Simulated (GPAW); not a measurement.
**Property calculation, with input and output: SiSbH5O (part 1 of 2)**

System: SiSbH5O, SMILES [SiH3][O][SbH2].
Method: RPBE/dzp, scalar-relativistic datasets (GPAW 26.7.0).

The geometry comes from this level: GFN2-xTB.

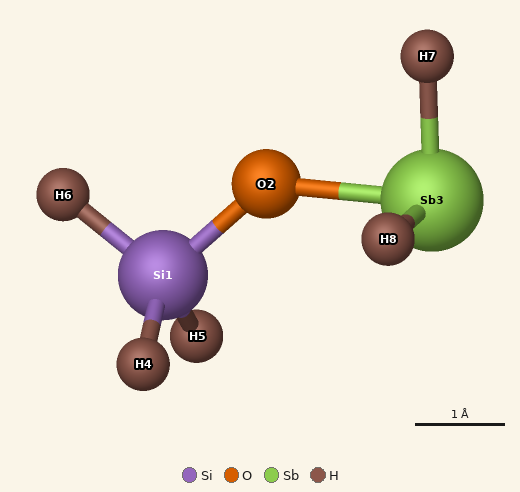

*The structure as given in the input (ball-and-stick view, seen at a tilt; atoms are numbered from 1 in the order of the input). Sticks mark near contacts.*

Bond lengths as drawn: H–Sb 1.70 to 1.71 Å, H–Si 1.46 to 1.47 Å, O–Sb 1.97 Å and O–Si 1.61 Å.

### Input (run.py)
```python
import numpy as np
from ase.io import read
from ase.units import Debye
from gpaw import GPAW

atoms = read('h5osbsi.xyz')
atoms.center(vacuum=4.5)

calc = GPAW(mode='lcao', basis='dzp', h=0.2, xc='RPBE', maxiter=100, txt='-')
atoms.calc = calc

energy = atoms.get_potential_energy()
print(f'Energy: {energy:.5f} eV')
forces = atoms.get_forces()
print('Forces (eV/Ang)')
for symbol, f in zip(atoms.symbols, forces):
    print(f'{symbol:2} {f[0]:9.4f} {f[1]:9.4f} {f[2]:9.4f}')
dipole = atoms.get_dipole_moment() / Debye
print(f'Dipole: {np.linalg.norm(dipole):.3f} D')
homo, lumo = calc.get_homo_lumo()
print(f'HOMO = {homo:.3f} eV')
print(f'LUMO: {lumo:.3f} eV')
print(f'Gap: {lumo - homo:.3f} eV')
```

### File h5osbsi.xyz
```
8

Si    -0.835520     1.005590    -0.399580
O      0.470650     0.274670     0.206880
Sb     1.416340    -1.413270    -0.157360
H     -1.997390     0.113810    -0.363480
H     -0.586790     1.389760    -1.792770
H     -0.960040     2.146170     0.496810
H      2.246610    -1.205140     1.308580
H      0.246140    -2.311600     0.700920
```

Run on 1 thread of Arm Neoverse V1, 24 GiB of memory available, shared host.

Launch command:
```bash
python3 -u run.py | tee run.out
```

### Log
```
__  _  _
 | _ |_)|_||  |
 |__||  | ||/\| - 26.7.0

units:  Angstrom and eV
cores:  1
OpenMP: False

Versions:
  Python: 3.12.14
  ASE:    3.29.0
  Numpy:  2.5.5
  Scipy:  1.18.1
  Libxc:  7.0.0

        _gpaw.cpython-312-aarch64-linux-gnu.so

Input parameters:
  mode=LCAO(),
  basis={'default': 'dzp'},
  h=0.2,
  maxiter=100,
  xc=XC(name='RPBE')
         .--------------------------------.
        /|                                |
       / |                                |
      /  |                                |
     /   |                                |
    /    |                                |
   /     |                                |
  /      |                                |
 *       |                                |
 |       |          H                     |
 |       |                H               |
 |       |          Si O                  |
 |       |      H   H   Sb                |
 |       |           H                    |
 |       |                                |
 |       .--------------------------------.
 |      /                                /
 |     /                                /
 |    /                                /
 |   /                                /
 |  /                                /
 | /                                /
 |/                                /
 *--------------------------------*

Atoms  # Å, Bohr magnetons
|   | symbol |        x |        y |        z |    initial magnetic moments |
|---|--------|----------|----------|----------|-----------------------------|
| 0 |     Si | 5.661870 | 7.817190 | 5.893190 | ( 0.0000,  0.0000,  0.0000) |
| 1 |      O | 6.968040 | 7.086270 | 6.499650 | ( 0.0000,  0.0000,  0.0000) |
| 2 |     Sb | 7.913730 | 5.398330 | 6.135410 | ( 0.0000,  0.0000,  0.0000) |
| 3 |      H | 4.500000 | 6.925410 | 5.929290 | ( 0.0000,  0.0000,  0.0000) |
| 4 |      H | 5.910600 | 8.201360 | 4.500000 | ( 0.0000,  0.0000,  0.0000) |
| 5 |      H | 5.537350 | 8.957770 | 6.789580 | ( 0.0000,  0.0000,  0.0000) |
| 6 |      H | 8.744000 | 5.606460 | 7.601350 | ( 0.0000,  0.0000,  0.0000) |
| 7 |      H | 6.743530 | 4.500000 | 6.993690 | ( 0.0000,  0.0000,  0.0000) |

Unit cell  # Å
| periodic |         x |         y |         z |   lengths |    angles |
|----------|-----------|-----------|-----------|-----------|-----------|
|       no | 13.244000 |  0.000000 |  0.000000 | 13.244000 | 90.000000 |
|       no |  0.000000 | 13.457770 |  0.000000 | 13.457770 | 90.000000 |
|       no |  0.000000 |  0.000000 | 12.101350 | 12.101350 | 90.000000 |

Number of symmetries: 1
Symmetry operations  # r_c * U_cc + t_c -> r_c
|   | kind |            matrix            |
|---|------|------------------------------|
| 0 |  E   |  1, 0, 0,  0, 1, 0,  0, 0, 1 |

BZ-sampling:
  Number of BZ points: 1
  Number of IBZ points: 1

  Monkhorst-Pack size: [1, 1, 1]
  Monkhorst-Pack shift: [0, 0, 0]

K-points  # in reciprocal-cell coordinates
|   |                                coordinates |     weight |
|---|--------------------------------------------|------------|
| 0 | (  0.00000000,   0.00000000,   0.00000000) | 1.00000000 |

basis functions: 74
Spin-components: 1 (collinear spins)
Bands:           22
Projectors:      31
Spin-degeneracy: 2
Datatype:        <class 'float'>

  Storage: CPU
  Wave functions: 13_024 bytes (13_024 per core)

Parallelization:
  kpt:    1
  domain: 1
  band:   1

Density:
  Valence electrons: 30.0
  Components: 1
  Grid points: [68 68 60]
  Charge: 0.0  # |e|

Potential:
  Grid points: [68 68 60]

species:
  Si:
    name:    Silicon
    Z:       14.0
    valence: 4
    core:    10
    charge:  0.0  # [|e|]
    file:    Si.RPBE.gz
    compensation charges:
      type: gauss
      rc: 0.33  # [Å]
      lmax: 2
    cutoffs:
      filter: 1.86  # [Å]
      core: 2.06  # [Å]
    projectors
    | kind |    occ | energy [eV] | rcut [Å] |
    |------|--------|-------------|----------|
    |   3s |  2.000 |     -10.793 |    1.058 |
    |   3p |  2.000 |      -4.075 |    1.058 |
    |    s |        |      16.418 |    1.058 |
    |    p |        |      23.136 |    1.058 |
    |    d |        |       0.000 |    1.058 |

    LCAO basis set for Si:
      Name: dzp
      File: Si.dzp.basis.gz
      Number of radial functions: 5
      Number of spherical harmonics: 13
        l=0, rc=6.8594 Bohr: 3s-sz confined orbital
        l=1, rc=9.0625 Bohr: 3p-sz confined orbital
        l=0, rc=3.8906 Bohr: 3s-dz split-valence wave
        l=1, rc=5.2344 Bohr: 3p-dz split-valence wave
        l=2, rc=9.0625 Bohr: d-type Gaussian polarization
      Number of RI-basis functions 0

  O:
    name:    Oxygen
    Z:       8.0
    valence: 6
    core:    2
    charge:  0.0  # [|e|]
    file:    O.RPBE.gz
    compensation charges:
      type: gauss
      rc: 0.21  # [Å]
      lmax: 2
    cutoffs:
      filter: 1.17  # [Å]
      core: 0.83  # [Å]
    projectors
    | kind |    occ | energy [eV] | rcut [Å] |
    |------|--------|-------------|----------|
    |   2s |  2.000 |     -24.041 |    0.688 |
    |   2p |  4.000 |      -8.984 |    0.598 |
    |    s |        |       3.170 |    0.688 |
    |    p |        |      18.228 |    0.598 |
    |    d |        |       0.000 |    0.619 |

    LCAO basis set for O:
      Name: dzp
      File: O.dzp.basis.gz
      Number of radial functions: 5
      Number of spherical harmonics: 13
        l=0, rc=4.3438 Bohr: 2s-sz confined orbital
        l=1, rc=5.3906 Bohr: 2p-sz confined orbital
        l=0, rc=2.2969 Bohr: 2s-dz split-valence wave
        l=1, rc=2.8906 Bohr: 2p-dz split-valence wave
        l=2, rc=5.3906 Bohr: d-type Gaussian polarization
      Number of RI-basis functions 0

  Sb:
    name:    Antimony
    Z:       51.0
    valence: 15
    core:    36
    charge:  0.0  # [|e|]
    file:    Sb.RPBE.gz
    compensation charges:
      type: gauss
      rc: 0.36  # [Å]
      lmax: 2
    cutoffs:
      filter: 2.23  # [Å]
      core: 2.23  # [Å]
    projectors
    | kind |    occ | energy [eV] | rcut [Å] |
    |------|--------|-------------|----------|
    |   5s |  2.000 |     -12.749 |    1.154 |
    |   5p |  3.000 |      -4.786 |    1.233 |
    |   4d | 10.000 |     -33.516 |    1.196 |
    |    s |        |      14.463 |    1.154 |
    |    p |        |      22.425 |    1.233 |
    |    d |        |      -6.304 |    1.196 |

    LCAO basis set for Sb:
      Name: dzp
      File: Sb.dzp.basis.gz
      Number of radial functions: 7
      Number of spherical harmonics: 23
        l=0, rc=6.6250 Bohr: 5s-sz confined orbital
        l=1, rc=8.6719 Bohr: 5p-sz confined orbital
        l=2, rc=3.7656 Bohr: 4d-sz confined orbital
        l=0, rc=3.8125 Bohr: 5s-dz split-valence wave
        l=1, rc=5.1094 Bohr: 5p-dz split-valence wave
        l=2, rc=2.4844 Bohr: 4d-dz split-valence wave
        l=2, rc=8.6719 Bohr: d-type Gaussian polarization
      Number of RI-basis functions 0

  H:
    name:    Hydrogen
    Z:       1.0
    valence: 1
    core:    0
    charge:  0.0  # [|e|]
    file:    H.RPBE.gz
    compensation charges:
      type: gauss
      rc: 0.15  # [Å]
      lmax: 2
    cutoffs:
      filter: 0.85  # [Å]
      core: 0.53  # [Å]
    projectors
    | kind |    occ | energy [eV] | rcut [Å] |
    |------|--------|-------------|----------|
    |   1s |  1.000 |      -6.572 |    0.476 |
    |    s |        |      20.639 |    0.476 |
    |    p |        |       0.000 |    0.476 |

    LCAO basis set for H:
      Name: dzp
      File: H.dzp.basis.gz
      Number of radial functions: 3
      Number of spherical harmonics: 5
        l=0, rc=6.4219 Bohr: 1s-sz confined orbital
        l=0, rc=3.6094 Bohr: 1s-dz split-valence wave
        l=1, rc=6.4219 Bohr: p-type Gaussian polarization
      Number of RI-basis functions 0

Reference energy: -186286.681046  # eV

eigensolver:
  <gpaw.new.lcao.eigensolver.LCAOEigensolver object at 0xf2f755523f50>
density mixing:
  MSR1-Mixer
  Pratt-step length: 0.05
  Maximum mixing coefficient: 0.75
  Old densities: 10
  SVD Regularization: 0.005
  Good broyden scale: 1.0
  Trust region scale: 1.0
  Backstep threshold: 4.0
  History deletion threshold: 6.0
  Fourier metric: weight=20.0, sigma=0.015

occupation numbers:
  # Zero width

FastPoissonSolver using
    Stencil: 6*3+1=19 point O(h^6) finite-difference Laplacian
    FFT axes: []
    FST axes: [np.int64(2), np.int64(0), np.int64(1)]

xc functional:
  name: RPBE with 2 nearest neighbor stencil
interpolation: tri-quintic # 5. degree polynomial

         .--------------------------------.
        /|                                |
       / |                                |
      /  |                                |
     /   |                                |
    /    |                                |
   /     |                                |
  /      |                                |
 *       |                                |
 |       |          H                     |
 |       |                H               |
 |       |          Si O                  |
 |       |      H   H   Sb                |
 |       |           H                    |
 |       |                                |
 |       .--------------------------------.
 |      /                                /
 |     /                                /
 |    /                                /
 |   /                                /
 |  /                                /
 | /                                /
 |/                                /
 *--------------------------------*
```
